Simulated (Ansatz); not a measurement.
Geometry relaxation of C₂H₆Si

- system: C₂H₆Si, SMILES C=C[SiH3]
- method: HF/3-21G, RHF (Ansatz 0.2.0)

The geometry comes from this level: PBE0-D4/def2-TZVP. Figures and captions count atoms from 1; the log counts them from 0 in places.

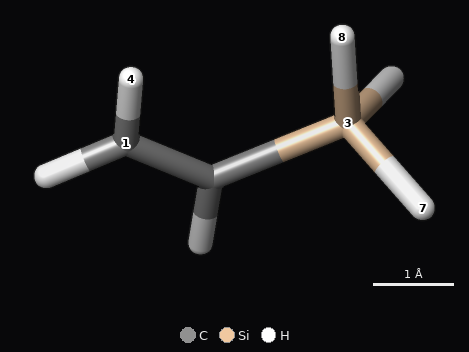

The structure as given in the input (stick view, seen at a tilt; atoms are numbered from 1 in the order of the input). Bond lengths as drawn: C–C 1.33 Å, C–H 1.09 Å, C–Si 1.86 Å and H–Si 1.49 Å.

Key numbers:

```tsv
quantity	value
outcome	converged
total energy	−366.153702 hartree
basis functions	43
largest force	0.001 eV/Å
SCF solution under orbital rotations	stable
HOMO	−10.38 eV
LUMO	4.06 eV
dipole moment	0.76 D
hardware	1 thread of Arm Neoverse V2, 112 GiB of memory available, shared host
wall time	2.6 s
peak memory	0.089 GiB
```

Input file:
```yaml
basis:
  gaussian: {orbitals: 3-21G.json}
crystal:
  periodic: [false, false, false]
  atoms:
    - {symbol: C, position_ang: [-0.713700, 0.870200, -1.048300]}
    - {symbol: C, position_ang: [-0.071300, 0.712500, 0.105600]}
    - {symbol: Si, position_ang: [0.560600, -0.932000, 0.700100]}
    - {symbol: H, position_ang: [-0.905700, 0.033000, -1.713900]}
    - {symbol: H, position_ang: [-1.076700, 1.838600, -1.381500]}
    - {symbol: H, position_ang: [0.089400, 1.592000, 0.727600]}
    - {symbol: H, position_ang: [2.035800, -0.893900, 0.893800]}
    - {symbol: H, position_ang: [0.223400, -1.972400, -0.307300]}
    - {symbol: H, position_ang: [-0.053200, -1.294300, 2.006700]}
magnetization: {spin_polarized: false, initial_magnetization: 0}
hamiltonian: {xc: hf}
relax: {f_tol: 0.002}
output: {orbitals: {seedname: orbitals}}
```

Launch command:
```bash
ansatz run job.yaml --threads 1 --pin off --max-ram 3480MiB --events-out events.jsonl --progress --plain --runs-dir runs
```

Output:
```
The last accepted step is kept in runs//last_step.txt (removed where the run ends without a failure and the disk answers)
Functional definition: HF
  name "HF"
  exchange = exact_x
  correlation = 0
560 factors; integrals over basis functions are off by at most 5.7e-4 eV
mean field evaluation 1: about -9962.4821 eV, gradient 1.8e1 eV
mean field evaluation 2: about -9962.4824 eV, gradient 1.8e1 eV
mean field evaluation 4: about -9963.5137 eV, gradient 1.8e0 eV
mean field evaluation 8: about -9963.5232 eV, gradient 6.3e-3 eV
mean field -9963.52318038 eV, -366.1527233605 hartree, gradient 1.1e-5 eV, S^2 0.000000; 0 other end points of the search recorded, 0 dependent functions left out
the calculation of the forces begins
reference -9963.52318038 eV, -366.1527233605 hartree; 16, 16 occupied and 27, 27 virtual orbitals, 560 factors
relax step   1: F+E_penalty+E_count = -9963.52318038 eV  Δ(F+E_penalty+E_count) = +0.000e0 eV  max|allowed force component| = 1.047e0 eV/Å  Δτ_max = 0.0000 Å  (28 SCF iters, accepted)
these checks for a lower state are left out or cut short: starts, cluster_reference, orbital_swaps, neighbouring_geometries, increment
560 factors; integrals over basis functions are off by at most 5.8e-4 eV
mean field -9963.54668446 eV, -366.1535871195 hartree, gradient 4.1e-5 eV, S^2 0.000000; 0 other end points of the search recorded, 0 dependent functions left out
the calculation of the forces begins
reference -9963.54668446 eV, -366.1535871195 hartree; 16, 16 occupied and 27, 27 virtual orbitals, 560 factors
relax step   2: F+E_penalty+E_count = -9963.54668446 eV  Δ(F+E_penalty+E_count) = -2.350e-2 eV  max|allowed force component| = 3.987e-1 eV/Å  Δτ_max = 0.0248 Å  (22 SCF iters, accepted)
these checks for a lower state are left out or cut short: starts, cluster_reference, orbital_swaps, neighbouring_geometries, increment
560 factors; integrals over basis functions are off by at most 5.8e-4 eV
mean field evaluation 16: about -9963.5483 eV, gradient 6.8e-1 eV
mean field -9963.54968475 eV, -366.1536973782 hartree, gradient 4.7e-5 eV, S^2 0.000000; 0 other end points of the search recorded, 0 dependent functions left out
the calculation of the forces begins
reference -9963.54968475 eV, -366.1536973782 hartree; 16, 16 occupied and 27, 27 virtual orbitals, 560 factors
relax step   3: F+E_penalty+E_count = -9963.54968475 eV  Δ(F+E_penalty+E_count) = -3.000e-3 eV  max|allowed force component| = 3.848e-2 eV/Å  Δτ_max = 0.0101 Å  (23 SCF iters, accepted)
these checks for a lower state are left out or cut short: starts, cluster_reference, orbital_swaps, neighbouring_geometries, increment
560 factors; integrals over basis functions are off by at most 5.8e-4 eV
mean field -9963.54978646 eV, -366.1537011158 hartree, gradient 4.8e-5 eV, S^2 0.000000; 0 other end points of the search recorded, 0 dependent functions left out
the calculation of the forces begins
reference -9963.54978646 eV, -366.1537011158 hartree; 16, 16 occupied and 27, 27 virtual orbitals, 560 factors
relax step   4: F+E_penalty+E_count = -9963.54978646 eV  Δ(F+E_penalty+E_count) = -1.017e-4 eV  max|allowed force component| = 1.636e-2 eV/Å  Δτ_max = 0.0029 Å  (24 SCF iters, accepted)
these checks for a lower state are left out or cut short: starts, cluster_reference, orbital_swaps, neighbouring_geometries, increment
560 factors; integrals over basis functions are off by at most 5.8e-4 eV
mean field -9963.54980037 eV, -366.1537016270 hartree, gradient 4.8e-5 eV, S^2 0.000000; 0 other end points of the search recorded, 0 dependent functions left out
the calculation of the forces begins
reference -9963.54980037 eV, -366.1537016270 hartree; 16, 16 occupied and 27, 27 virtual orbitals, 560 factors
relax step   5: F+E_penalty+E_count = -9963.54980037 eV  Δ(F+E_penalty+E_count) = -1.391e-5 eV  max|allowed force component| = 3.283e-3 eV/Å  Δτ_max = 0.0015 Å  (24 SCF iters, accepted)
these checks for a lower state are left out or cut short: starts, cluster_reference, orbital_swaps, neighbouring_geometries, increment
560 factors; integrals over basis functions are off by at most 5.8e-4 eV
mean field evaluation 32: about -9963.5498 eV, gradient 1.8e-2 eV
mean field -9963.54980090 eV, -366.1537016464 hartree, gradient 1.3e-5 eV, S^2 0.000000; 0 other end points of the search recorded, 0 dependent functions left out
the calculation of the forces begins
reference -9963.54980090 eV, -366.1537016464 hartree; 16, 16 occupied and 27, 27 virtual orbitals, 560 factors
relax step   6: F+E_penalty+E_count = -9963.54980090 eV  Δ(F+E_penalty+E_count) = -5.283e-7 eV  max|allowed force component| = 7.247e-4 eV/Å  Δτ_max = 0.0004 Å  (16 SCF iters, accepted)
```

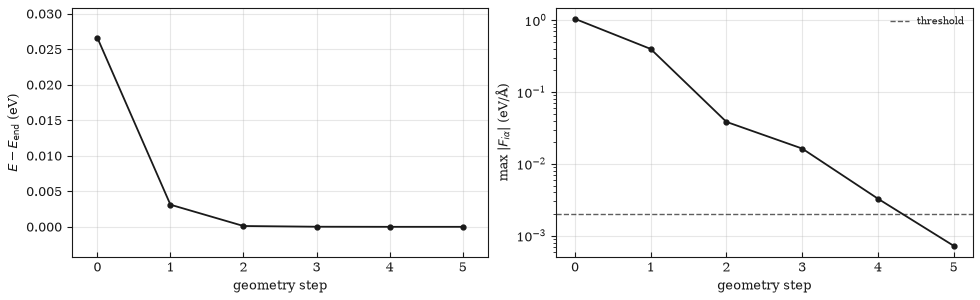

Progress of the relaxation, step by step (the first geometry is step 0 here and step 1 in the log).

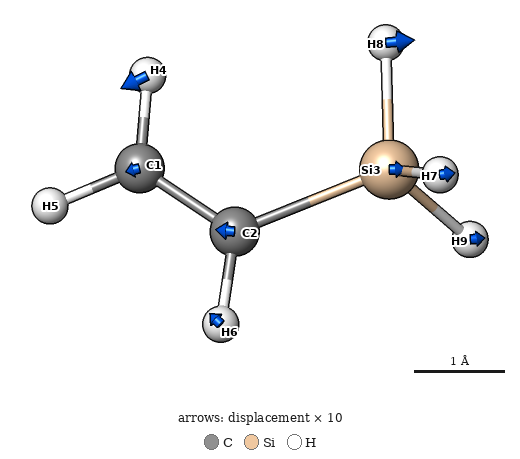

The starting structure with the displacements as blue arrows, magnified 10 times (ball-and-stick view, seen at a tilt). The two geometries are laid on each other by the best rigid fit. The energy falls by 0.027 eV in 5 geometry steps. The largest force component goes from 1 to 0.00072 eV/Å. The largest move after the best rigid fit is that of H4, 0.035 Å. Largest moves by element: H 0.035 Å, C 0.023 Å, Si 0.019 Å. Distances before and after: C2–Si3 1.859 → 1.897 Å, C1–H4 1.087 → 1.075 Å, C1–H5 1.087 → 1.075 Å, C1–C2 1.330 → 1.321 Å. (Atoms are counted from 1 in the order of the input.)

```
560 factors; integrals over basis functions are off by at most 5.8e-4 eV
mean field -9963.54980090 eV, -366.1537016464 hartree, gradient 1.3e-5 eV, S^2 0.000000; 1 other end points of the search recorded, 0 dependent functions left out
the calculation of the forces begins
reference -9963.54980090 eV, -366.1537016464 hartree; 16, 16 occupied and 27, 27 virtual orbitals, 560 factors
Total energy: -9963.54980090 eV, -366.1537016464 hartree
Atom 0 at    -0.720744     0.884130    -1.055745 Å, force    -0.000503     0.000725    -0.000690 eV/Å
Atom 1 at    -0.081602     0.725278     0.089872 Å, force     0.000155     0.000067     0.000261 eV/Å
Atom 2 at     0.569390    -0.944881     0.711755 Å, force     0.000055     0.000005     0.000106 eV/Å
Atom 3 at    -0.917630     0.064313    -1.722504 Å, force     0.000187    -0.000290     0.000339 eV/Å
Atom 4 at    -1.078448     1.844095    -1.382227 Å, force     0.000120    -0.000099     0.000206 eV/Å
Atom 5 at     0.081965     1.591381     0.710640 Å, force     0.000024    -0.000392    -0.000146 eV/Å
Atom 6 at     2.045977    -0.906325     0.902903 Å, force    -0.000075     0.000034     0.000003 eV/Å
Atom 7 at     0.238891    -1.996181    -0.288924 Å, force     0.000050    -0.000088     0.000004 eV/Å
Atom 8 at    -0.049200    -1.308109     2.017030 Å, force    -0.000013     0.000037    -0.000084 eV/Å
Dipole moment:    -0.063093     0.125174    -0.073541 e Å
```

Trajectory as extended XYZ (Å, eV, eV/Å), 6 frames, from step=1 to step=6:
```
9
Properties=species:S:1:pos:R:3:forces:R:3 step=1 energy=-9963.52318
C    -0.7137    0.8702   -1.0483    0.0561   0.0162   0.1117
C    -0.0713    0.7125    0.1056   -0.5016   1.0466  -0.5657
Si    0.5606   -0.9320    0.7001    0.2865  -0.5792   0.3300
H    -0.9057    0.0330   -1.7139    0.0473   0.3779   0.2266
H    -1.0767    1.8386   -1.3815    0.1372  -0.4046   0.1120
H     0.0894    1.5920    0.7276   -0.0545  -0.3314  -0.2233
H     2.0358   -0.8939    0.8938    0.0357  -0.0406  -0.0063
H     0.2234   -1.9724   -0.3073    0.0051  -0.0354  -0.0035
H    -0.0532   -1.2943    2.0067   -0.0119  -0.0496   0.0185
9
Properties=species:S:1:pos:R:3:forces:R:3 step=2 energy=-9963.54668
C    -0.7189    0.8815   -1.0539    0.0176  -0.0676   0.0099
C    -0.0795    0.7221    0.0936   -0.1453   0.3987  -0.1305
Si    0.5669   -0.9351    0.7108    0.1094  -0.3052   0.0960
H    -0.9131    0.0561   -1.7189    0.0034   0.0924   0.0397
H    -1.0784    1.8421   -1.3833    0.0314  -0.0798   0.0302
H     0.0800    1.5950    0.7106    0.0014  -0.0903  -0.0302
H     2.0445   -0.9112    0.9000   -0.0034   0.0300   0.0014
H     0.2350   -1.9847   -0.2904   -0.0085  -0.0076  -0.0190
H    -0.0480   -1.3122    2.0143   -0.0060   0.0294   0.0025
9
Properties=species:S:1:pos:R:3:forces:R:3 step=3 energy=-9963.54968
C    -0.7199    0.8838   -1.0547    0.0078  -0.0365  -0.0029
C    -0.0812    0.7248    0.0911   -0.0169   0.0385  -0.0151
Si    0.5691   -0.9450    0.7113    0.0103  -0.0110   0.0142
H    -0.9153    0.0633   -1.7205   -0.0076  -0.0081  -0.0152
H    -1.0779    1.8425   -1.3820   -0.0079   0.0263  -0.0043
H     0.0799    1.5930    0.7092    0.0145  -0.0065   0.0245
H     2.0461   -0.9064    0.9022   -0.0076  -0.0050  -0.0033
H     0.2365   -1.9945   -0.2913    0.0051   0.0050   0.0113
H    -0.0487   -1.3079    2.0175    0.0023  -0.0028  -0.0090
9
Properties=species:S:1:pos:R:3:forces:R:3 step=4 energy=-9963.54979
C    -0.7201    0.8843   -1.0559   -0.0019  -0.0164   0.0091
C    -0.0817    0.7255    0.0904   -0.0030   0.0085  -0.0108
Si    0.5695   -0.9448    0.7121   -0.0023   0.0007  -0.0024
H    -0.9169    0.0640   -1.7220    0.0016   0.0005  -0.0035
H    -1.0785    1.8438   -1.3826    0.0015   0.0058  -0.0004
H     0.0806    1.5924    0.7102    0.0047  -0.0032   0.0076
H     2.0464   -0.9073    0.9023   -0.0023   0.0015   0.0004
H     0.2381   -1.9954   -0.2891    0.0008   0.0007   0.0014
H    -0.0487   -1.3088    2.0174    0.0010   0.0018  -0.0013
9
Properties=species:S:1:pos:R:3:forces:R:3 step=5 energy=-9963.54980
C    -0.7206    0.8841   -1.0557   -0.0023   0.0028  -0.0033
C    -0.0817    0.7254    0.0900    0.0015  -0.0027   0.0020
Si    0.5693   -0.9448    0.7117    0.0011  -0.0012   0.0015
H    -0.9172    0.0642   -1.7225    0.0004  -0.0006   0.0006
H    -1.0784    1.8440   -1.3823   -0.0002   0.0004  -0.0002
H     0.0816    1.5914    0.7109    0.0000   0.0006  -0.0001
H     2.0460   -0.9064    0.9025   -0.0004   0.0002  -0.0001
H     0.2386   -1.9961   -0.2889   -0.0001   0.0002  -0.0002
H    -0.0490   -1.3081    2.0171    0.0000   0.0003  -0.0004
9
Properties=species:S:1:pos:R:3:forces:R:3 step=6 energy=-9963.54980
C    -0.7207    0.8841   -1.0557   -0.0005   0.0007  -0.0007
C    -0.0816    0.7253    0.0899    0.0002   0.0001   0.0003
Si    0.5694   -0.9449    0.7118    0.0001   0.0000   0.0001
H    -0.9176    0.0643   -1.7225    0.0002  -0.0003   0.0003
H    -1.0784    1.8441   -1.3822    0.0001  -0.0001   0.0002
H     0.0820    1.5914    0.7106    0.0000  -0.0004  -0.0001
H     2.0460   -0.9063    0.9029   -0.0001   0.0000   0.0000
H     0.2389   -1.9962   -0.2889    0.0001  -0.0001   0.0000
H    -0.0492   -1.3081    2.0170    0.0000   0.0000  -0.0001
```

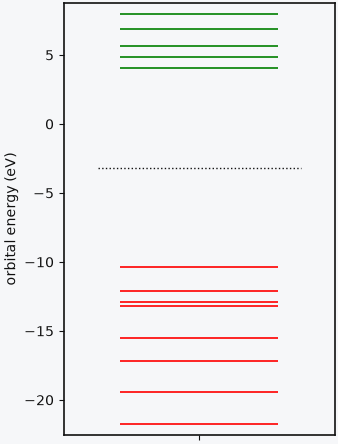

Orbital energies near the frontier; the dotted line parts filled from empty levels, and levels within 0.02 eV of each other stand side by side. Highest filled −10.38 eV, lowest empty 4.06 eV, 14.44 eV apart.
